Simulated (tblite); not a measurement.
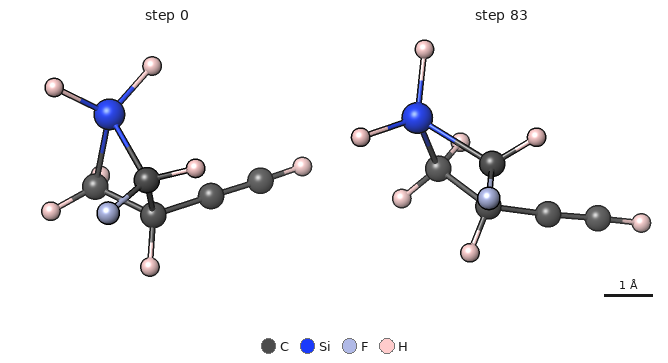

The structure of C$_{5}$H$_{7}$FSi before (left) and after (right) a relaxation, at one scale.

The picture is a ball-and-stick view, seen at a tilt.

Level of theory: tblite, GFN2-xTB geometry optimisation, gas phase. 

Summarise the run.

Answer. The energy falls by 0.661 eV in 83 geometry steps. The atom that moves furthest after the best rigid fit is an H atom (1.54 Å). By element the largest moves are H 1.54 Å, F 1.05 Å, C 0.80 Å, Si 0.62 Å. Some distances before and after: C–Si 1.852 → 1.932 Å, C–Si 1.867 → 1.913 Å, C–C 1.509 → 1.552 Å, C–C 1.234 → 1.198 Å. Among the angles between lasting bonds that change: F–C–H 116.3° → 105.7°, H–C–H 116.0° → 107.4°, Si–C–H 111.6° → 118.9°. Groups turn about C–C by about 50°, C–C by about 45°, C–Si by about 35°.
